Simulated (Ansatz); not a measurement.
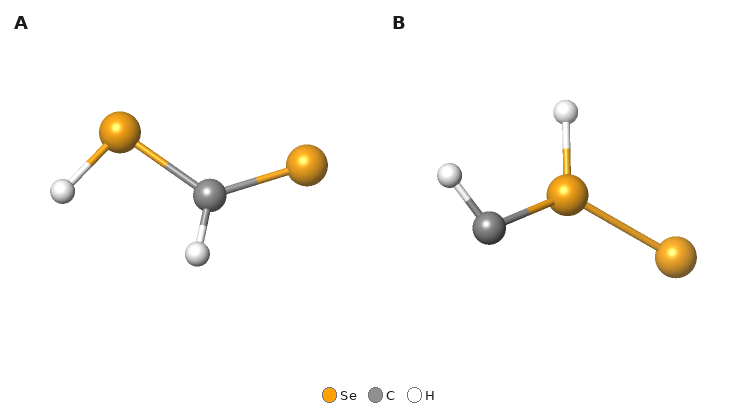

2 stationary structures of one formula. Geometries: PBE0-D4/def2-TZVP. Electronic energies: RHF-CCSD(T) (frozen core)/def2-TZVPP (Ansatz 0.2.0), without zero-point energy. No frequency run is at hand to confirm each as a minimum.

Which structure is the most stable?

A is lowest; B lies 358.2 kJ/mol above it (Cs).
